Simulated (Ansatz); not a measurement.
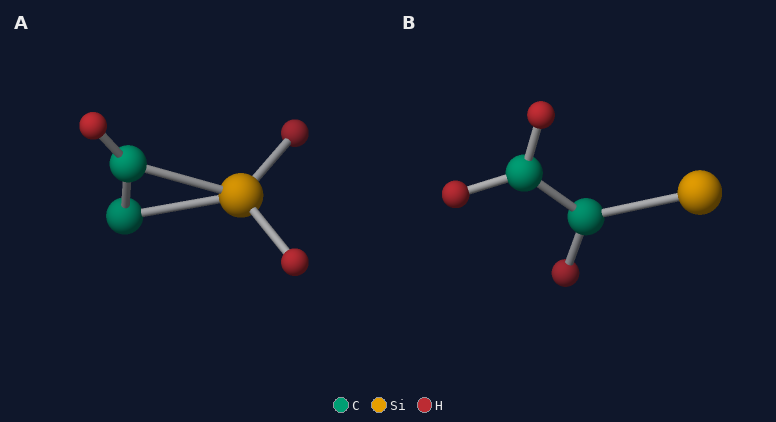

2 stationary structures of one formula. Charge 0, doublet. Geometries: PBE0-D4/def2-TZVP. Electronic energies: UHF-CCSD(T) (frozen core)/def2-TZVPP (Ansatz 0.2.0), without zero-point energy. No frequency run is at hand to confirm each as a minimum.

Question: Rank them by energy, lowest first.

Answer: B is lowest (C1); A lies 0.867 eV above it (Cs).

Give E(B) − E(A) in eV at these levels too: UHF-CCSD(T) (frozen core)/def2-TZVPP; B3LYP-D4/def2-TZVPP; PBE-D4/def2-TZVPP; PBE0-D4/def2-TZVP; ωB97M-V/def2-TZVPP; r2SCAN-D4/def2-TZVPP; PBE0-D4/def2-TZVPP.

| level | E(B) − E(A) (eV) |
| --- | --- |
| UHF-CCSD(T) (frozen core)/def2-TZVPP | −0.867 |
| B3LYP-D4/def2-TZVPP | −0.953 |
| PBE-D4/def2-TZVPP | −0.861 |
| PBE0-D4/def2-TZVP | −0.850 |
| ωB97M-V/def2-TZVPP | −0.841 |
| r2SCAN-D4/def2-TZVPP | −0.677 |
| PBE0-D4/def2-TZVPP | −0.860 |

The determinant isn't a pure spin state (⟨S²⟩ up to 0.91).
